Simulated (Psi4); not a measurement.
# USCAN/def2-TZVP (sweep point 4) run of CHFNSi (SMILES N#C[SiH]F)

What is the vertical ionisation energy of CHFNSi at USCAN/def2-TZVP (sweep point 4)? 

The calculation is run with Psi4 1.11.

4 further runs of the same task are left out: 4 set aside as unsound or not needed.

## 1. The system as given

CHFNSi has 5 atoms, charge 0, and is taken as a doublet. As SMILES, `N#C[SiH]F`. The shape is that of a PBE0-D4/def2-TZVP optimisation.

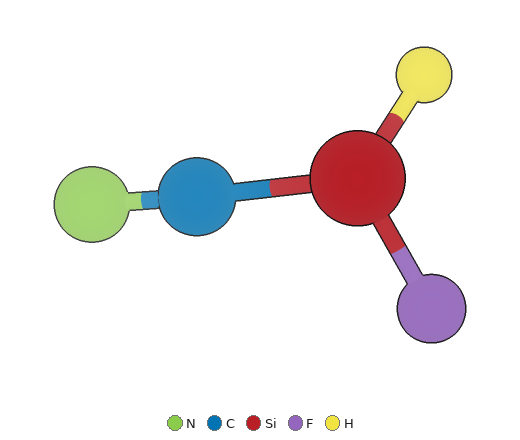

Viewed from a chosen angle; nitrogen green, carbon blue, silicon red, fluorine purple, hydrogen yellow.

## 2. A single-point energy at USCAN/def2-TZVP (sweep point 4)

calc.in

```
memory 1600 MB

molecule {
  0 2
  N      1.347400    -1.164000     1.391300
  C      0.713800    -0.590000     0.616200
  Si    -0.146100     0.297600    -0.743500
  F     -1.590300    -0.347100    -0.917700
  H     -0.274900     1.730000    -0.387600
  symmetry c1
}

set reference uks
set puream true
set scf_type pk
set dft_radial_points 50
set dft_spherical_points 194
set maxiter 150

e_tot, wfn = energy('scan/def2-TZVP', return_wfn=True)
```

Run with:

```bash
$ psi4 -n 1 calc.in calc.out
```

calc.out:

```text
[...]
  Running in c1 symmetry.
[...]
  Nuclear repulsion =  130.764801251187777
[...]
  Multiplicity = 2
[...]
  Nalpha       = 19
  Nbeta        = 18
[...]
    Number of basis functions: 136
[...]
   @UKS iter   1:  -482.51575843301271   -3.62051e-01   6.06131e-03 ADIIS/DIIS
[...]
   @UKS iter  12:  -482.83313287192971   -1.00775e-07   5.85094e-07 DIIS
[...]
   @S^2 Observed:                7.551486917E-01
[...]
    Orbital Energies [Eh]
    ---------------------
    Alpha Occupied:
       1A    -65.817222     2A    -24.547979     3A    -14.187894
       4A    -10.090058     5A     -5.289960     6A     -3.635391
       7A     -3.630414     8A     -3.627839     9A     -1.187663
      10A     -0.896012    11A     -0.592457    12A     -0.492137
      13A     -0.450570    14A     -0.438793    15A     -0.396694
      16A     -0.355940    17A     -0.345487    18A     -0.342143
      19A     -0.245376
    Alpha Virtual:
      20A     -0.087794    21A     -0.053345    22A      0.011887
      23A      0.028485    24A      0.057976    25A      0.105657
[...]
  @UKS Final Energy:  -482.83313287192971
   => Energetics <=
    Nuclear Repulsion Energy =            130.7648012511877766
    One-Electron Energy =                -926.0971167287259505
    Two-Electron Energy =                 356.5492127914736216
    DFT Exchange-Correlation Energy =     -44.0500301858651753
    Empirical Dispersion Energy =           0.0000000000000000
    VV10 Nonlocal Energy =                  0.0000000000000000
    Total Energy =                       -482.8331328719297062
[...]
 Multipole Moments:
 ------------------------------------------------------------------------------------
     Multipole            Electronic (a.u.)      Nuclear  (a.u.)        Total (a.u.)
 ------------------------------------------------------------------------------------
 L = 1.  Multiply by 2.5417464519 to convert [e a0] to [Debye]
 Dipole X            :         -1.4857444            1.2366637           -0.2490807
 Dipole Y            :         -1.1602113            1.9626300            0.8024186
 Dipole Z            :         -1.3035936            0.4841691           -0.8194245
 Magnitude           :                                                    1.1736155
[...]
```

It took 16 s on 1 thread of Intel Xeon Platinum 8375C at 2.90GHz (Ice Lake), shared host; peak memory 0.96 GiB.

## 3. The singlet cation, same level

calc.dat

```
memory 1.6 GB

molecule geom {
  1 1
  N      1.347400    -1.164000     1.391300
  C      0.713800    -0.590000     0.616200
  Si    -0.146100     0.297600    -0.743500
  F     -1.590300    -0.347100    -0.917700
  H     -0.274900     1.730000    -0.387600
  units angstrom
  symmetry c1
}

set reference rks
set puream true
set scf_type pk
set dft_radial_points 50
set dft_spherical_points 194

E, wfn = energy("scan/def2-TZVP", return_wfn=True)
print_variables()
```

Run with:

```bash
$ psi4 -n 1 calc.dat calc.out
```

calc.out:

```text
[...]
  Running in c1 symmetry.
[...]
  Nuclear repulsion =  130.764801251187777
[...]
  Multiplicity = 1
[...]
  Nalpha       = 18
  Nbeta        = 18
[...]
    Number of basis functions: 136
[...]
   @RKS iter   1:  -482.22728455818822   -7.35774e-02   5.37347e-03 ADIIS/DIIS
[...]
   @RKS iter  10:  -482.46933942389580   -5.04842e-08   9.06275e-07 DIIS
[...]
    Orbital Energies [Eh]
    ---------------------
    Doubly Occupied:
       1A    -66.139646     2A    -24.806328     3A    -14.429301
       4A    -10.327183     5A     -5.609748     6A     -3.954595
       7A     -3.946109     8A     -3.943477     9A     -1.436020
      10A     -1.127125    11A     -0.842068    12A     -0.736615
      13A     -0.697371    14A     -0.680425    15A     -0.640416
      16A     -0.579573    17A     -0.569700    18A     -0.562103
[...]
  @RKS Final Energy:  -482.46933942389580
   => Energetics <=
    Nuclear Repulsion Energy =            130.7648012511877766
    One-Electron Energy =                -916.3542415619493795
    Two-Electron Energy =                 346.8099518481293444
    DFT Exchange-Correlation Energy =     -43.6898509612635806
    Empirical Dispersion Energy =           0.0000000000000000
    VV10 Nonlocal Energy =                  0.0000000000000000
    Total Energy =                       -482.4693394238958035
[...]
 Multipole Moments:
 ------------------------------------------------------------------------------------
     Multipole            Electronic (a.u.)      Nuclear  (a.u.)        Total (a.u.)
 ------------------------------------------------------------------------------------
 L = 1.  Multiply by 2.5417464519 to convert [e a0] to [Debye]
 Dipole X            :         -0.9063445            1.2366637            0.3303192
 Dipole Y            :         -0.5793646            1.9626300            1.3832654
 Dipole Z            :         -1.9447741            0.4841691           -1.4606049
 Magnitude           :                                                    2.0386026
[...]
```

Wall time 11 s (1 thread of Intel Xeon Platinum 8375C at 2.90GHz (Ice Lake), shared host); peak memory 0.96 GiB.

## 4. Outcome

At USCAN/def2-TZVP (sweep point 4):

| quantity | value |
| --- | --- |
| doublet CHFNSi: total energy | -482.83313 Eh |
| doublet CHFNSi: dipole moment | 2.98 D |
| doublet CHFNSi: HOMO energy (highest over α and β) | -6.68 eV |
| doublet CHFNSi: LUMO energy (lowest over α and β) | -4.07 eV |
| doublet CHFNSi: ⟨S²⟩ | 0.755 |
| singlet cation: total energy | -482.46934 Eh |
| singlet cation: HOMO energy | -15.30 eV |
| singlet cation: LUMO energy | -12.70 eV |
| singlet cation: HOMO–LUMO gap | 2.60 eV |
| vertical ionisation energy (to the singlet cation) | 9.899 eV |

The vertical ionisation energy comes to 9.90 eV (955 kJ/mol). Only the singlet of the ionised species was computed; a triplet could lie lower.
